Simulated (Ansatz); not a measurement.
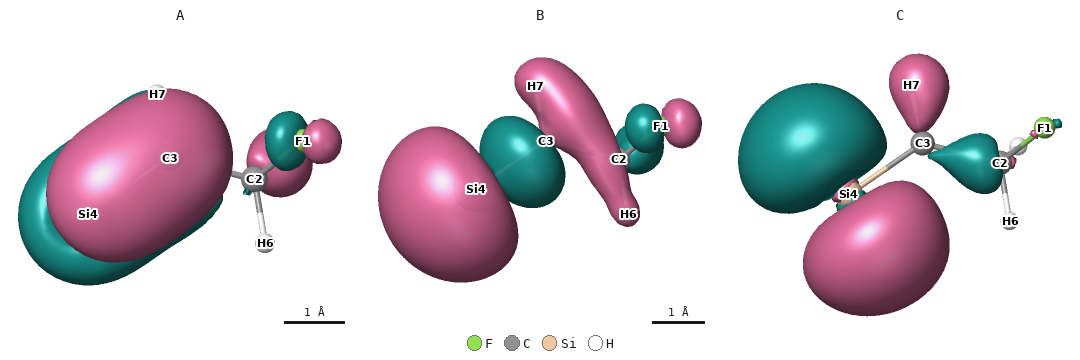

Figure 1: C2H3FSi. Three frontier orbitals at ±0.1 Å⁻³ᐟ² (teal and pink are the two phases), in no order.

Geometry: PBE0-D4/def2-TZVP.

These are results of RKS PBE0-D4/def2-TZVPP in Ansatz, not measurements.

Input

```
crystal:
  periodic: [false, false, false]
  atoms:
    - {symbol: F, position_ang: [-0.093913, -0.286834, 1.710458]}
    - {symbol: C, position_ang: [-0.267629, 0.374858, 0.497628]}
    - {symbol: C, position_ang: [0.248804, -0.439904, -0.634456]}
    - {symbol: Si, position_ang: [1.476268, -0.145986, -1.785381]}
    - {symbol: H, position_ang: [-1.342176, 0.560618, 0.394118]}
    - {symbol: H, position_ang: [0.243337, 1.338490, 0.581462]}
    - {symbol: H, position_ang: [-0.264690, -1.401232, -0.763819]}
basis:
  gaussian: {orbitals: def2-TZVPP}
hamiltonian: {xc: pbe0, dispersion: d4}
output: {orbitals: {seedname: orbitals}}
```

Command:

```sh
ansatz run in.yaml --threads 2 --pin off --events-out ev --progress --plain --max-ram 4352MiB
```

**Which picture is the HOMO−1, the HOMO and the LUMO?**

B is the HOMO−1 (−7.81 eV). Its weight (Hirshfeld) is mainly on Si4 (about 65 %) and C3 (about 20 %). A is the HOMO (−6.77 eV). Its weight (Hirshfeld) is mainly on C3 (about 45 %) and Si4 (about 40 %); π-bonding across C3–Si4. C is the LUMO (−2.88 eV). It lies mainly on Si4 (about 85 %) and C3 (about 5 %).

**What is the HOMO–LUMO gap?**

3.89 eV between the orbital energies.
